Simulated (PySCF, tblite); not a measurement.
# C₄H₇BF radical: geometry, infrared bands and EPR parameters

Wanted: the infrared bands and EPR parameters of C₄H₇BF radical (`C=C([B]F)CC`), by calculation.

The runs use tblite 0.8.0 and PySCF 2.14.0, with density-fitted response routines of our own; the level of theory stands in each step. All values are computed, except where a source is named. Atoms count from 0, in the outputs and in this text.

### 1 The starting structure

13 atoms, charge 0, multiplicity 2; geometry from: force field or distance geometry start.

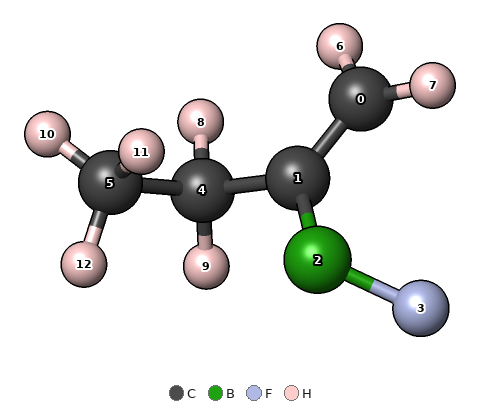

The starting geometry (carbon dark grey, boron green, fluorine light blue, hydrogen pink), atoms numbered.

### 2 Optimising the geometry with GFN2-xTB

Job settings and geometry (Å):

```
{"job": {"kind": "relax", "xc": "GFN2-xTB", "basis": "xTB"}, "charge": 0, "multiplicity": 2}
C     -1.452500     1.050200    -0.241400
C     -0.705300    -0.024000    -0.039300
B     -1.094400    -1.456000    -0.516600
F     -2.430000    -1.888100    -0.105200
C      0.579200     0.156000     0.713400
C      1.668900    -0.307000    -0.269200
H     -1.085200     2.012400     0.142100
H     -2.408600     1.000200    -0.768700
H      0.693900     1.250400     0.900100
H      0.540600    -0.454700     1.625200
H      2.527600     0.362700    -0.270800
H      1.202400    -0.389400    -1.285900
H      1.959000    -1.312200     0.098500
```

Command:

```console
> OMP_NUM_THREADS=1 python probes_run.py task.json out
```

This one command runs all jobs of the session in turn.

Output:

```text
step      E/eV     max force
  0    -489.61892    3.642
  1    -489.96954    1.891
  2    -489.99723    3.475
  3    -490.10790    0.509
  4    -490.13641    0.451
  5    -490.19872    0.524
  6    -490.21770    0.448
  7    -490.25336    0.318
  8    -490.26383    0.213
  9    -490.27026    0.176
 10    -490.27494    0.187
 11    -490.28007    0.216
 12    -490.28384    0.160
 13    -490.28645    0.126
 14    -490.28850    0.107
 15    -490.29064    0.106
 16    -490.29279    0.138
 17    -490.29501    0.148
 18    -490.29756    0.156
 19    -490.30066    0.153
 20    -490.30393    0.149
 21    -490.30660    0.132
 22    -490.30842    0.088
 23    -490.30985    0.102
 24    -490.31138    0.104
 25    -490.31320    0.115
 26    -490.31544    0.118
 27    -490.31834    0.147
 28    -490.32218    0.163
 29    -490.32773    0.281
 30    -490.33603    0.363
 31    -490.34632    0.324
 32    -490.35666    0.298
 33    -490.35529    0.458
 34    -490.36530    0.385
 35    -490.37016    0.145
 36    -490.37267    0.142
 37    -490.37772    0.265
 38    -490.38082    0.100
 39    -490.38244    0.108
 40    -490.38476    0.114
 41    -490.38607    0.115
 42    -490.38809    0.097
 43    -490.39010    0.119
 44    -490.39235    0.131
 45    -490.39378    0.088
 46    -490.39492    0.064
 47    -490.39555    0.058
 48    -490.39594    0.047
 49    -490.39620    0.036
 50    -490.39636    0.034
 51    -490.39653    0.037
 52    -490.39671    0.042
 53    -490.39688    0.033
 54    -490.39700    0.029
 55    -490.39711    0.027
 56    -490.39724    0.038
 57    -490.39742    0.044
 58    -490.39762    0.043
 59    -490.39784    0.045
 60    -490.39810    0.048
 61    -490.39848    0.054
 62    -490.39910    0.070
 63    -490.39985    0.080
 64    -490.40042    0.060
 65    -490.40083    0.076
 66    -490.40109    0.058
 67    -490.40135    0.062
 68    -490.40154    0.059
 69    -490.40170    0.028
 70    -490.40178    0.028
 71    -490.40191    0.030
 72    -490.40203    0.044
 73    -490.40217    0.051
 74    -490.40233    0.047
 75    -490.40255    0.039
 76    -490.40274    0.042
 77    -490.40289    0.037
 78    -490.40303    0.035
 79    -490.40323    0.033
 80    -490.40343    0.032
 81    -490.40359    0.030
 82    -490.40369    0.024
 83    -490.40375    0.020
 84    -490.40381    0.017
 85    -490.40387    0.031
 86    -490.40392    0.024
 87    -490.40397    0.022
 88    -490.40403    0.020
 89    -490.40412    0.022
 90    -490.40421    0.018
 91    -490.40427    0.020
 92    -490.40430    0.020
 93    -490.40436    0.023
 94    -490.40449    0.032
 95    -490.40474    0.048
 96    -490.40513    0.058
 97    -490.40557    0.072
 98    -490.40602    0.070
 99    -490.40648    0.062
100    -490.40703    0.068
101    -490.40783    0.069
102    -490.40874    0.085
103    -490.40967    0.096
104    -490.40856    0.201
105    -490.41102    0.075
106    -490.41161    0.067
107    -490.41287    0.118
108    -490.41343    0.061
109    -490.41364    0.076
110    -490.41395    0.030
111    -490.41402    0.017
112    -490.41406    0.011
113    -490.41408    0.011
114    -490.41408    0.007
```

Wall time 0.53 s (1 thread of Arm Neoverse V1, shared host).

Along the way: (not every step is listed)

```
step  energy from step 0 (eV)  largest force (eV/Å)
   0                   0.0000                3.6424
   1                  -0.3506                1.8907
   2                  -0.3783                3.4747
   3                  -0.4890                0.5085
   4                  -0.5175                0.4506
   5                  -0.5798                0.5240
   6                  -0.5988                0.4475
   7                  -0.6344                0.3177
   8                  -0.6449                0.2128
  18                  -0.6786                0.1560
  28                  -0.7033                0.1628
  38                  -0.7619                0.0997
  48                  -0.7770                0.0473
  58                  -0.7787                0.0426
  68                  -0.7826                0.0587
  78                  -0.7841                0.0350
  88                  -0.7851                0.0197
  98                  -0.7871                0.0702
 108                  -0.7945                0.0609
 109                  -0.7947                0.0757
 110                  -0.7950                0.0298
 111                  -0.7951                0.0170
 112                  -0.7951                0.0112
 113                  -0.7952                0.0108
 114                  -0.7952                0.0071
```

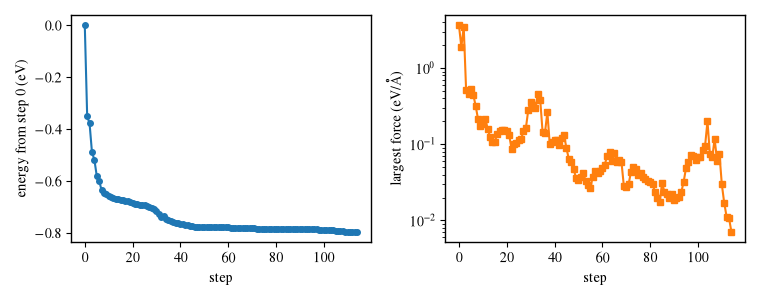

Energy and force, step by step.

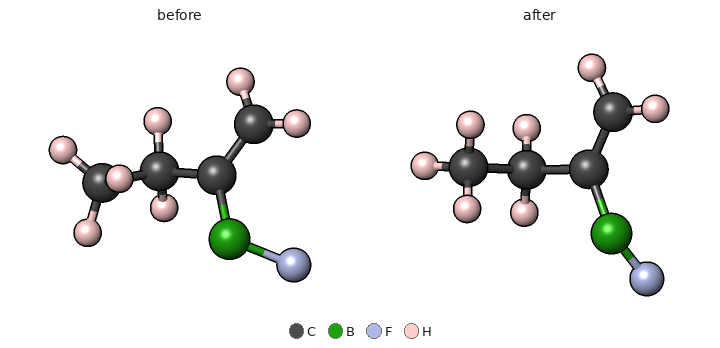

Before and after, at one scale.

Distances of close pairs at the start and the end, largest changes first:

```
  bond  before (Å)  after (Å)  change (Å)
 B2–F3       1.463      1.307      -0.156
 C1–B2       1.559      1.494      -0.065
C5–H11       1.122      1.087      -0.034
 C0–C1       1.324      1.356      +0.032
 C4–H8       1.116      1.091      -0.025
 C1–C4       1.500      1.523      +0.023
 C0–H6       1.099      1.076      -0.023
C5–H12       1.109      1.088      -0.021
```

The next job starts from the end point, and lists it.

### 3 Infrared spectrum with GFN2-xTB

Job settings and geometry (Å):

```
{"job": {"kind": "ir", "xc": "GFN2-xTB", "basis": "xTB"}, "charge": 0, "multiplicity": 2}
C     -1.375830     1.084543    -0.499547
C     -0.870622    -0.048729     0.046721
B     -1.431559    -1.425362    -0.099903
F     -2.144821    -2.229176     0.644132
C      0.501742     0.015725     0.703923
C      1.620947    -0.154599    -0.321641
H     -0.871570     2.029395    -0.394288
H     -2.313741     1.089593    -1.025499
H      0.600539     0.987197     1.191372
H      0.588950    -0.759872     1.468312
H      2.592660    -0.070131     0.160217
H      1.545117     0.610448    -1.090336
H      1.553798    -1.128545    -0.801191
```

Output:

```text
mode    cm-1     km/mol
  1      50.4      0.09
  2      69.1      1.15
  3     163.5      2.76
  4     213.4      0.64
  5     255.6      1.78
  6     347.9     21.99
  7     392.6      2.83
  8     576.3      4.36
  9     625.9      5.35
 10     741.6     17.39
 11     786.7     28.46
 12     825.4      6.19
 13     901.8     14.13
 14    1017.7      5.90
 15    1060.9      6.13
 16    1084.3      3.35
 17    1174.8     36.01
 18    1243.5      8.60
 19    1310.3      3.18
 20    1366.3    155.51
 21    1407.1      1.04
 22    1434.1    194.78
 23    1485.1      2.63
 24    1493.9      3.90
 25    1503.4      2.41
 26    1524.3     24.40
 27    2966.6     34.00
 28    2982.8     23.22
 29    3029.0     42.83
 30    3035.6     38.22
 31    3043.6     26.70
 32    3104.0     12.64
 33    3134.0     43.70
```

It took 0.27 s on 1 thread of Arm Neoverse V1, shared host.

Which atoms move in the most intense modes:

```
cm⁻¹  km/mol                               atoms
 787    28.5           H7 41 %, H6 34 %, C0 23 %
1175    36.0                    C1 31 %, C4 15 %
1366   155.5  H7 23 %, B2 23 %, C1 21 %, H6 19 %
1434   194.8  B2 40 %, H6 19 %, H7 14 %, C1 10 %
2967    34.0                    H9 79 %, H8 12 %
3029    42.8                            H10 91 %
3036    38.2                            H12 83 %
3134    43.7                    H7 66 %, H6 24 %
```

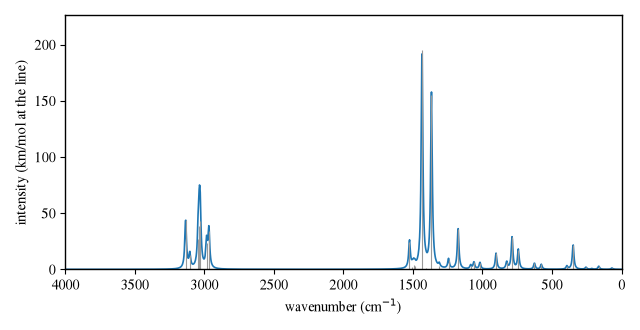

The infrared spectrum from these modes, unscaled. Lines are broadened to a width of 14 cm⁻¹ (Lorentzian).

### 4 EPR parameters: B3LYP/pcH-1

Same as in step 3 but for these lines:

```diff
@@ -1,2 +1,2 @@
-{"job": {"kind": "ir", "xc": "GFN2-xTB", "basis": "xTB"}, "charge": 0, "multiplicity": 2}
+{"job": {"kind": "epr", "basis": "pcH-1"}, "charge": 0, "multiplicity": 2}
 C     -1.375830     1.084543    -0.499547
```

Method: UKS B3LYP, pcH-1 on B C F H, non-relativistic, mean-field spin-orbit, GIAO.

Output:

```text
UKS, coarse grid
  cycle   1  E = -281.22297099  |g| = 4.38e-01
  cycle   2  E = -281.11397090  |g| = 6.79e-01
  cycle   3  E = -281.31380092  |g| = 6.39e-02
  cycle   4  E = -281.31504837  |g| = 5.16e-02
  cycle   5  E = -281.31645483  |g| = 1.27e-02
  cycle   6  E = -281.31656028  |g| = 5.50e-03
  cycle   7  E = -281.31658350  |g| = 2.29e-03
  cycle   8  E = -281.31658812  |g| = 9.09e-04
UKS, final grid
  cycle   1  E = -281.31651019  |g| = 1.36e-03
  cycle   2  E = -281.31650903  |g| = 2.23e-03
  cycle   3  E = -281.31651104  |g| = 1.84e-04
  cycle   4  E = -281.31651107  |g| = 8.98e-05
  cycle   5  E = -281.31651109  |g| = 6.64e-05
  cycle   6  E = -281.31651109  |g| = 2.08e-05
E = -281.31651109 Eh   <S^2> = 0.7639 (exact 0.7500)
g shifts (ppm)      1          2          3
  rmc          -140       -140       -140
  gc             38         25         12
  oz_so       -3651        -34       1140
  total       -3752       -148       1013
hyperfine (MHz)  atom isotope    a_iso     a_fc   dipolar eigenvalues
    0   13C      23.02      23.02    -23.47    -22.11     45.58
    1   13C      63.99      63.99    -26.05      2.31     23.74
    2   11B     354.40     354.40    -38.16    -35.21     73.37
    3   19F     312.13     312.13   -178.01   -147.63    325.63
    4   13C       1.67       1.67     -1.20     -0.31      1.51
    5   13C      -5.29      -5.29     -1.44     -0.24      1.68
    6    1H     -17.13     -17.13    -11.84     -0.76     12.60
    7    1H     -17.12     -17.12     -7.65     -1.93      9.58
    8    1H      -6.37      -6.37     -1.82     -0.65      2.47
    9    1H      -1.65      -1.65     -2.52     -2.11      4.63
   10    1H       0.96       0.96     -1.04     -0.56      1.61
   11    1H       0.73       0.73     -1.70     -0.50      2.21
   12    1H       3.76       3.76     -2.78     -1.80      4.58
```

Run time: 40 s. Hardware: 1 thread of Arm Neoverse V1, shared host; peak memory 0.86 GiB.

Principal g values 1.99857, 2.00217, 2.00333; g(iso) = 2.00136, against 2.00232 for a free electron.

Hyperfine couplings; where a row names several nuclei, a(iso) is their mean (it holds for fast rotation or exchange) and the dipolar term the largest among them:

```
       nuclei  isotope  a(iso) (MHz)  a(iso) (G, at g = 2.0023)  largest dipolar term (MHz)
           B2      11B         354.4                      126.5                        73.4
           F3      19F         312.1                      111.4                       325.6
           C1      13C          64.0                       22.8                       -26.0
           C0      13C          23.0                        8.2                        45.6
           H6       1H         -17.1                       -6.1                        12.6
           H7       1H         -17.1                       -6.1                         9.6
           C5      13C          -5.3                       -1.9                         1.7
       H8, H9       1H          -4.0                       -1.4                         4.6
H10, H11, H12       1H           1.8                        0.6                         4.6
           C4      13C           1.7                        0.6                         1.5
```

Mulliken spin populations:

C0 0.31; C1 -0.14; B2 0.83; F3 0.03; C4 0.01; C5 0.00; H6 -0.01; H7 -0.01; H8 0.00; H9 0.00; H10 0.00; H11 0.00; H12 0.00

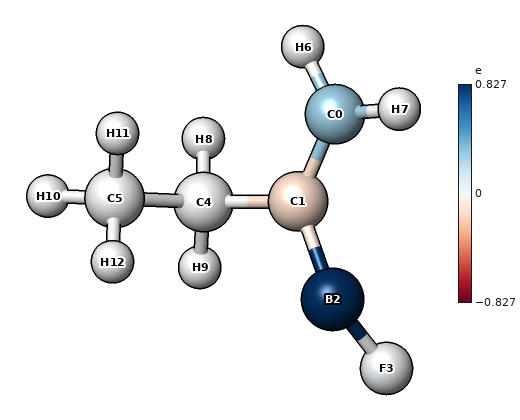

Mulliken spin populations, as colours on the atoms.

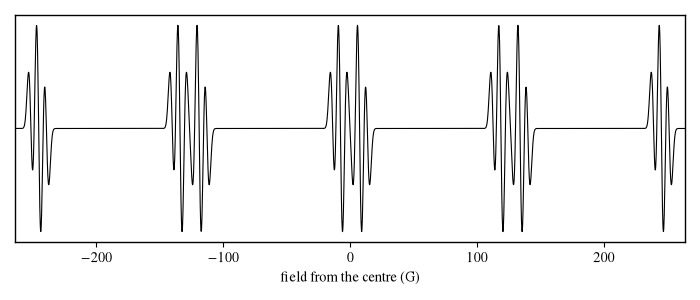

First-order isotropic spectrum (first derivative, main isotopes with spin only, couplings over 0.8 MHz, Gaussian width 1.3 G; couplings of the frozen geometry, rotation of groups not averaged beyond the rows shown).

The fields below are evaluated on a grid from the run's orbitals.

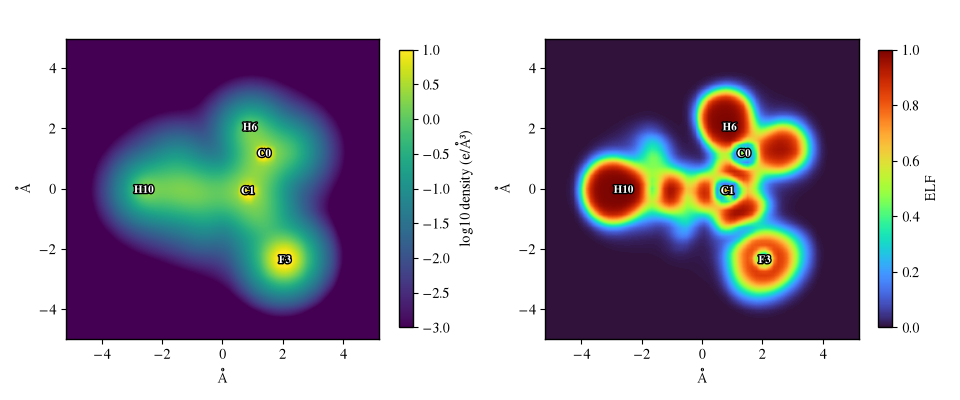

Density (left) and ELF (right) in a plane through or near 5 of the atoms.

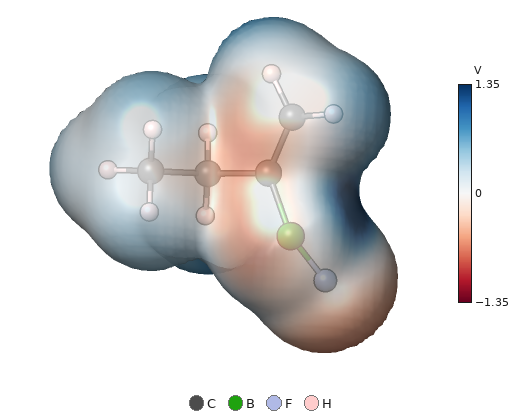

Electrostatic potential on the surface of density 0.002 e/bohr³; red is low, blue high. It runs from -0.61 V near F3 to 1.35 V near B2.

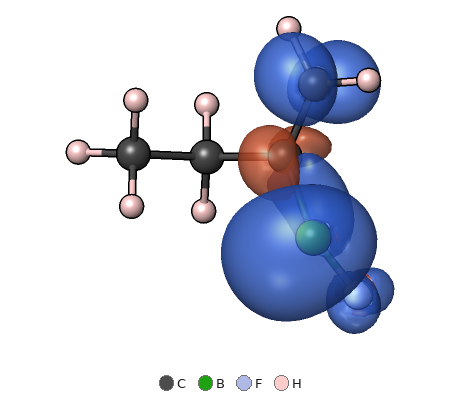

Spin density at ±0.02 e/Å³ (alpha excess blue, beta excess red).

### 5 Outcome

```
                                 quantity                  value
strongest single infrared mode (GFN2-xTB)  1434 cm⁻¹, 195 km/mol
             zero-point energy (GFN2-xTB)          63.4 kcal/mol
                           g(iso) (B3LYP)                2.00136
                                     ⟨S²⟩     0.764 (exact 0.75)
       largest a(iso) (averaged by class)   11B on B2, 354.4 MHz
    surface potential, least and greatest     -0.61 V and 1.35 V
```

In words: Relaxing lowered the energy by 0.795 eV in 114 steps; the close pair that moved most is B2–F3, from 1.463 to 1.307 Å. All 33 modes are real, so the xTB geometry is a minimum. The strongest single mode, at 1434 cm⁻¹, is spread over several atoms, B2, H6, H7, C1 among them. GFN2-xTB is a fitted tight-binding method: band positions and strengths are rough. Its intensities can rank the bands wrongly. The largest share of the spin, 0.83 e, sits on B2. The isotropic g lies 1.0 ppt below the free-electron value.
